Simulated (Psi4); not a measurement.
## Single-point calculation, with input and output: SnHCl$_{3}$

SnHCl$_{3}$, SMILES [Cl][SnH]([Cl])[Cl], computed with PBE/def2-TZVPP, RKS, dispersion D4, core potentials def2 (Psi4 1.11).

The geometry was optimised with PBE0/def2-TZVP.

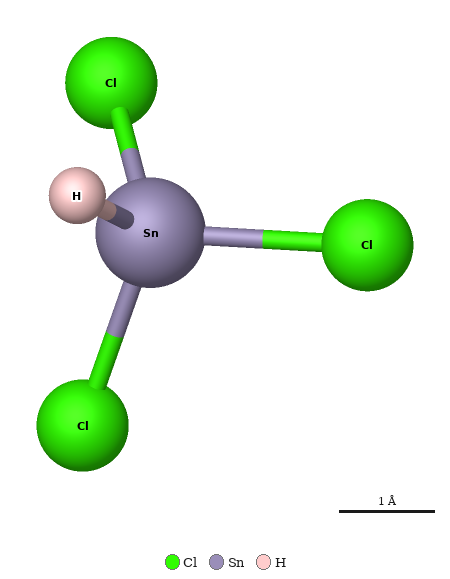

*The structure (ball-and-stick view, seen at a tilt). Sticks mark near contacts.*

### Input file (cl3hsn.in)
```
memory 3.3 GB

molecule system {
  0 1
  Cl     0.405956    -0.957817     1.986084
  Sn     0.174516    -0.055260    -0.116658
  Cl    -0.451679     2.143221     0.142291
  Cl    -1.566202    -1.149844    -1.148121
  H      1.605747    -0.190287    -1.008748
  symmetry c1
}

set basis def2-TZVPP
set scf_type df
set dft_radial_points 99
set dft_spherical_points 590

result, w = energy("pbe-d4", return_wfn=True)
```

Machine: 2 threads of Intel Xeon @ 2.50GHz (Skylake/Cascade Lake), 189 GiB of memory available, shared host.

Command:
```bash
psi4 -i cl3hsn.in -o cl3hsn.out -n 2
```

### Output
```
Psi4 1.11 release

   => Loading Basis Set <=

    Name: DEF2-TZVPP
    Role: ORBITAL
    Keyword: BASIS

    !!!  WARNING: ECP capability is in beta. Please check occupations closely.  !!!

   => PBE-D4(BJ,EEQ)ATM: Empirical Dispersion <=

        a1 =       0.385750
        a2 =       4.806885
       alp =      16.000000
        s6 =       1.000000
        s8 =       0.959481
        s9 =       1.000000
        ga =       3.000000
        gc =       2.000000
        wf =       6.000000

         ---------------------------------------------------------
                                   SCF
                              RKS Reference
                        2 Threads,   3147 MiB Core
         ---------------------------------------------------------

  ==> Geometry <==

    Molecular point group: c1
    Full point group: C1

    Geometry (in Angstrom), charge = 0, multiplicity = 1:

       Center              X                  Y                   Z               Mass
    ------------   -----------------  -----------------  -----------------  -----------------
         CL           0.555741292615    -0.933132899539     1.900730812950    34.968852682000
         SN           0.324301292615    -0.030575899539    -0.202011187050   119.902201630000
         CL          -0.301893707385     2.167905100461     0.056937812950    34.968852682000
         CL          -1.416416707385    -1.125159899539    -1.233474187050    34.968852682000
         H            1.755532292615    -0.165602899539    -1.094101187050     1.007825032230

  Running in c1 symmetry.

  Rotational constants: A =      0.05928  B =      0.05927  C =      0.03506 [cm^-1]
  Rotational constants: A =   1777.21631  B =   1776.91736  C =   1051.00549 [MHz]
  Nuclear repulsion =  396.853515757716764

  Charge       = 0
  Multiplicity = 1
  Electrons    = 74
  Nalpha       = 37
  Nbeta        = 37

  ==> Algorithm <==

  SCF Algorithm Type is DF.
  DIIS enabled.
  MOM disabled.
  Fractional occupation disabled.
  Guess Type is SAD.
  Energy threshold   = 1.00e-06
  Density threshold  = 1.00e-06
  Integral threshold = 1.00e-12

  ==> Primary Basis <==

  Basis Set: DEF2-TZVPP
    Blend: DEF2-TZVPP
    Number of shells: 64
    Number of basis functions: 190
    Number of Cartesian functions: 218
    Spherical Harmonics?: true
    Max angular momentum: 3

  Core potential: DEF2-TZVPP
    Number of shells: 4
    Number of ECP primitives: 18
    Number of ECP core electrons: 28
    Max angular momentum: 3

  ==> DFT Potential <==

   => LibXC <=

    Version 7.1.2

   => Composite Functional: PBE-D4BJEEQATM <=

    PBE GGA Exchange-Correlation Functional

    Deriv               =              1
    GGA                 =           TRUE
    Meta                =          FALSE

    Exchange Hybrid     =          FALSE
    MP2 Hybrid          =          FALSE

   => Exchange Functionals <=

    1.0000     XC_GGA_X_PBE

   => Correlation Functionals <=

    1.0000     XC_GGA_C_PBE

   => LibXC Density Thresholds  <==

    XC_GGA_C_PBE:  1.00E-12
    XC_GGA_X_PBE:  1.00E-15

   => Molecular Quadrature <=

    Radial Scheme          =       TREUTLER
    Pruning Scheme         =           NONE
    Nuclear Scheme         =       TREUTLER

    Blocking Scheme        =         OCTREE
    BS radius alpha        =              1
    Pruning alpha          =              1
    Radial Points          =             99
    Spherical Points       =            590
    Total Points           =         277126
    Total Blocks           =           2144
    Max Points             =            256
    Max Functions          =            164
    Weights Tolerance      =       1.00E-15

   => Loading Basis Set <=

    Name: (DEF2-TZVPP AUX)
    Role: JKFIT
    Keyword: DF_BASIS_SCF

  ==> Integral Setup <==

  DFHelper Memory: AOs need 0.162 GiB; user supplied 1.398 GiB.
  SCF_SUBTYPE=INCORE selected. In-core MEM_DF algorithm will be used.
  Using in-core AOs.

  ==> MemDFJK: Density-Fitted J/K Matrices <==

    J tasked:                   Yes
    K tasked:                    No
    wK tasked:                   No
    Memory [MiB]:              1431
    Algorithm:                 Core
    Schwarz Cutoff:           1E-12
    Mask sparsity (%):      10.1828
    Fitting Condition:        1E-10

   => Auxiliary Basis Set <=

  Basis Set: (DEF2-TZVPP AUX)
    Blend: DEF2-UNIVERSAL-JKFIT
    Number of shells: 166
    Number of basis functions: 620
    Number of Cartesian functions: 794
    Spherical Harmonics?: true
    Max angular momentum: 5

  Cached 100.0% of DFT collocation blocks in 0.907 [GiB].

  Minimum eigenvalue in the overlap matrix is 3.7979826139E-03.
  Reciprocal condition number of the overlap matrix is 8.5767889828E-04.
    Using symmetric orthogonalization.

  ==> Pre-Iterations <==

  SCF Guess: Superposition of Atomic Densities via on-the-fly atomic UHF (no occupation information).

 WARNING: Atomic UHF is not converging! Try casting from a smaller basis or call Rob at CCMST.
   -------------------------
    Irrep   Nso     Nmo
   -------------------------
     A        190     190
   -------------------------
    Total     190     190
   -------------------------

  ==> Iterations <==

                           Total Energy        Delta E     RMS |[F,P]|

   @DF-RKS iter SAD: -1594.05972954754475   -1.59406e+03   0.00000e+00
   @DF-RKS iter   1: -1594.70581851100314   -6.46089e-01   5.16023e-03 ADIIS/DIIS
   @DF-RKS iter   2: -1594.19614115968579    5.09677e-01   7.55321e-03 ADIIS/DIIS
   @DF-RKS iter   3: -1595.10007140688685   -9.03930e-01   1.03098e-03 ADIIS/DIIS
   @DF-RKS iter   4: -1595.11014901829185   -1.00776e-02   4.41493e-04 ADIIS/DIIS
   @DF-RKS iter   5: -1595.11343979403819   -3.29078e-03   1.10555e-04 ADIIS/DIIS
   @DF-RKS iter   6: -1595.11375445354497   -3.14660e-04   1.97176e-05 DIIS
   @DF-RKS iter   7: -1595.11376039674451   -5.94320e-06   5.74453e-06 DIIS
   @DF-RKS iter   8: -1595.11376092330033   -5.26556e-07   1.81685e-06 DIIS
   @DF-RKS iter   9: -1595.11376097986727   -5.65669e-08   6.92929e-07 DIIS
  Energy and wave function converged.

  ==> Post-Iterations <==

   Electrons on quadrature grid:
      Ntotal   =   74.0000003934 ; deviation = 3.934e-07

    Orbital Energies [Eh]
    ---------------------

    Doubly Occupied:

       1A   -100.669229     2A   -100.669175     3A   -100.669171
       4A     -9.183773     5A     -9.183712     6A     -9.183708
       7A     -7.004925     8A     -7.004870     9A     -7.004862
      10A     -6.997986    11A     -6.997923    12A     -6.997922
      13A     -6.997876    14A     -6.997813    15A     -6.997812
      16A     -4.966332    17A     -3.347829    18A     -3.347828
      19A     -3.344672    20A     -1.015811    21A     -1.015798
      22A     -1.011593    23A     -1.008512    24A     -1.008511
      25A     -0.770167    26A     -0.745366    27A     -0.745311
      28A     -0.497212    29A     -0.368114    30A     -0.365923
      31A     -0.365882    32A     -0.307860    33A     -0.307838
      34A     -0.298483    35A     -0.298448    36A     -0.298012
      37A     -0.293101

    Virtual:

      38A     -0.117132    39A     -0.048594    40A     -0.048542
      41A      0.008032    42A      0.061197    43A      0.069346
      44A      0.069366    45A      0.092887    46A      0.134319
      47A      0.134326    48A      0.171535    49A      0.171542
      50A      0.194208    51A      0.255181    52A      0.267926
      53A      0.279652    54A      0.279665    55A      0.290000
      56A      0.295773    57A      0.295780    58A      0.306150
      59A      0.306167    60A      0.349931    61A      0.360856
      62A      0.360892    63A      0.395271    64A      0.395296
      65A      0.400581    66A      0.424548    67A      0.424574
      68A      0.427647    69A      0.455207    70A      0.468499
      71A      0.468518    72A      0.489665    73A      0.527674
      74A      0.527708    75A      0.538742    76A      0.668904
      77A      0.715817    78A      0.715909    79A      0.759963
      80A      0.760069    81A      0.859855    82A      0.865490
      83A      0.865540    84A      0.877288    85A      0.880458
      86A      0.926336    87A      0.953843    88A      0.953857
      89A      0.965188    90A      0.965201    91A      1.034448
      92A      1.034461    93A      1.059827    94A      1.229914
      95A      1.230114    96A      1.435476    97A      1.633296
      98A      1.633626    99A      1.633661   100A      1.662033
     101A      1.662944   102A      1.662947   103A      1.696103
     104A      1.719009   105A      1.719024   106A      1.729890
     107A      1.789515   108A      1.789546   109A      1.790721
     110A      1.820472   111A      1.820482   112A      1.959106
     113A      1.959236   114A      1.959558   115A      1.959593
     116A      1.977832   117A      1.983000   118A      1.983015
     119A      1.987479   120A      1.987525   121A      1.988590
     122A      1.988659   123A      1.988699   124A      2.031246
     125A      2.031295   126A      2.034044   127A      2.037479
     128A      2.096030   129A      2.096140   130A      2.096234
     131A      2.115412   132A      2.115430   133A      2.146374
     134A      2.163680   135A      2.166077   136A      2.166096
     137A      2.202033   138A      2.221236   139A      2.221290
     140A      2.439947   141A      2.452348   142A      2.452408
     143A      2.471206   144A      2.474362   145A      2.474514
     146A      2.546570   147A      2.612681   148A      2.702640
     149A      2.702955   150A      3.162301   151A      3.162318
     152A      3.350089   153A      3.350150   154A      3.560954
     155A      3.749175   156A      3.749217   157A      3.802390
     158A      4.427668   159A      7.869393   160A      7.869441
     161A      7.871295   162A      7.887754   163A      7.887772
     164A      7.894951   165A      7.924425   166A      7.940711
     167A      7.940723   168A      7.985110   169A      8.007192
     170A      8.011076   171A      8.011094   172A      8.017143
     173A      8.017146   174A     10.489232   175A     10.489244
     176A     10.525108   177A     10.529894   178A     10.529911
     179A     10.542310   180A     10.696796   181A     10.719779
     182A     10.719893   183A     24.734222   184A     24.734484
     185A     24.792249   186A     36.345432   187A     36.729469
     188A     36.729781   189A     36.916834   190A    113.475832

    Final Occupation by Irrep:
              A
    DOCC [    37 ]
    NA   [    37 ]
    NB   [    37 ]

  @DF-RKS Final Energy: -1595.11376097986727

   => Energetics <=

    Nuclear Repulsion Energy =            396.8535157577167638
    One-Electron Energy =               -3074.9227198423295704
    Two-Electron Energy =                1185.6551048078954409
    DFT Exchange-Correlation Energy =    -102.6929097709770389
    Empirical Dispersion Energy =          -0.0067519321728637
    VV10 Nonlocal Energy =                  0.0000000000000000
    Total Energy =                      -1595.1137609798672656

Computation Completed

Properties will be evaluated at   0.000000,   0.000000,   0.000000 [a0]

Properties computed using the SCF density matrix

 Multipole Moments:

 ------------------------------------------------------------------------------------
     Multipole            Electronic (a.u.)      Nuclear  (a.u.)        Total (a.u.)
 ------------------------------------------------------------------------------------

 L = 1.  Multiply by 2.5417464519 to convert [e a0] to [Debye]
 Dipole X            :         21.1857631          -20.5479641            0.6377990
 Dipole Y            :         -1.9976786            1.9372271           -0.0604515
 Dipole Z            :        -13.1954384           12.7990360           -0.3964024
 Magnitude           :                                                    0.7533769

 ------------------------------------------------------------------------------------

	total time  =         18 seconds =       0.30 minutes

    Psi4 run time: 0:00:18.32
```

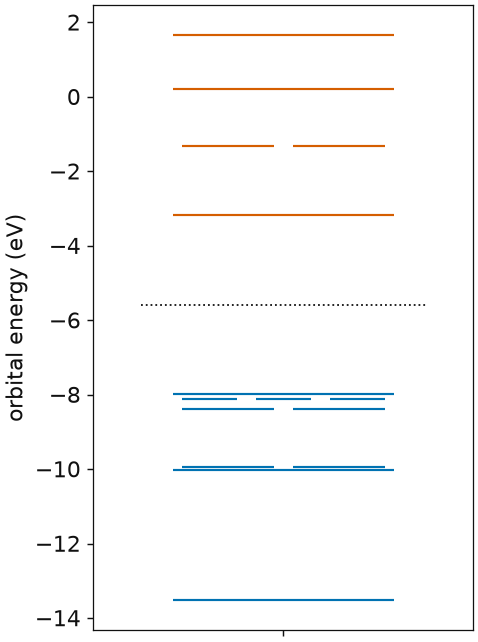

*Orbital energies near the frontier; the dotted line parts filled from empty levels, and levels within 0.02 eV of each other stand side by side.*

Highest filled −7.98 eV, lowest empty −3.19 eV, 4.79 eV apart.

### Summary

| quantity | value |
| --- | --- |
| outcome | converged |
| total energy | −1595.113761 hartree |
| dispersion energy | −0.006752 hartree |
| basis functions | 190 |
| HOMO | −7.98 eV |
| LUMO | −3.19 eV |
| dipole moment | 1.91 D |
| wall time | 21 s (CPU time 55 s) |
| peak memory | 1.4 GiB |
